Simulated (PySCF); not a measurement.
Consider C$_{3}$H$_{11}$PSi$_{2}$.

```xyz
17

C    -1.8641    1.0756    0.4313
C    -0.8457    0.2916   -0.3853
Si   -0.8770   -1.6205   -0.1588
C     0.9185   -1.5150    0.5045
Si    0.9831    0.3827    0.2223
P     2.3679    0.9148   -1.4626
H    -2.8780    0.8634    0.0941
H    -1.6965    2.1484    0.3428
H    -1.7973    0.8100    1.4841
H    -0.9478    0.5888   -1.4318
H    -1.0292   -2.3782   -1.3995
H    -1.8484   -2.0690    0.8398
H     1.0270   -1.8171    1.5420
H     1.6476   -2.0841   -0.0659
H     1.1819    1.1737    1.4498
H     2.1549    2.2773   -1.3521
H     3.4960    0.9698   -0.6646
```

Geometry: GFN2-xTB.

All numbers below come from PySCF, PBE0/pcSseg-1, SCF density, gas phase, non-relativistic.

> What will maps of the electron density and electron localisation function show?

C–C (1.52 Å): the density is about 1.6 e/Å³ at the midpoint; the ELF peaks at about 0.95 between the atoms (localised, covalent bonding).
C–H (1.09 Å): ρ is about 1.9 e/Å³ halfway; the ELF climbs to about 1 towards the hydrogen, as it does in any bond to H (a covalent bond by its length).

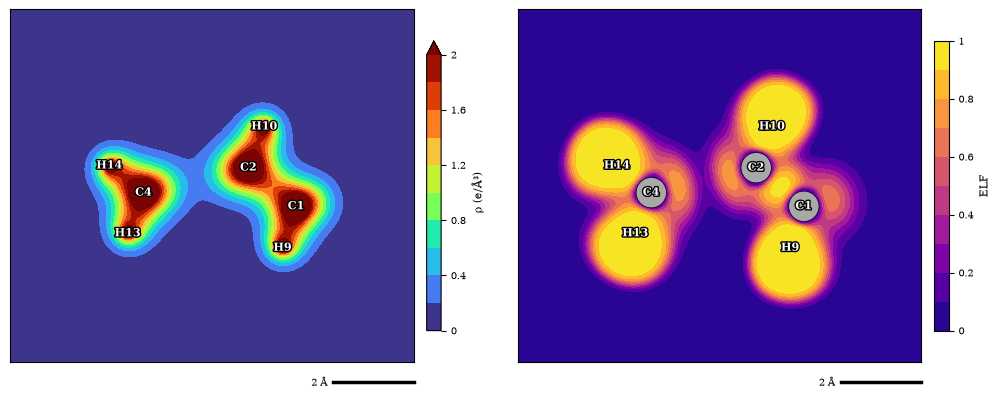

Computed electron density and electron localisation function on the plane of atoms C2, C1 and H9, in this order. Grey discs cover the atomic cores in the ELF map. 
